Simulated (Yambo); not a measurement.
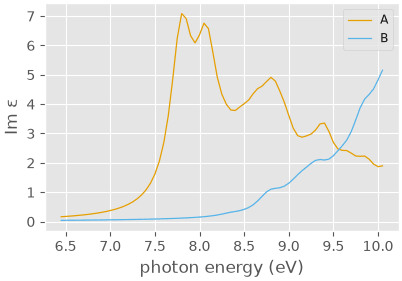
Figure. Two computed absorption spectra of SrCl2 (fluorite, space group Fm-3m, No. 225) (Yambo, PBEsol bands with the same scissor, field along x)

Question: Which curve includes the electron-hole attraction (BSE), and where are its main peaks?

Answer: Curve A: the attraction moves weight to lower energy (centre of the plotted range 8.5 eV against 9.4 eV). Its peaks lie at 7.8 eV, 8.1 eV, 8.8 eV, 9.4 eV. Settings: 8×8×8 mesh, 3 valence and 6 conduction bands, static screening with 42 bands and a 4 Ry block, scissor 2.74 eV, Tamm-Dancoff. The scissor comes from a G0W0 run whose convergence isn't established. Broadening 0.15 eV. The band window holds all transitions up to 10.1 eV. Fine structure above the onset can come from the mesh.

Geometry relaxed with PBEsol; primitive cell a = 4.8833 Å, b = 4.8833 Å, c = 4.8833 Å, α = 60.00°, β = 60.00°, γ = 60.00°.
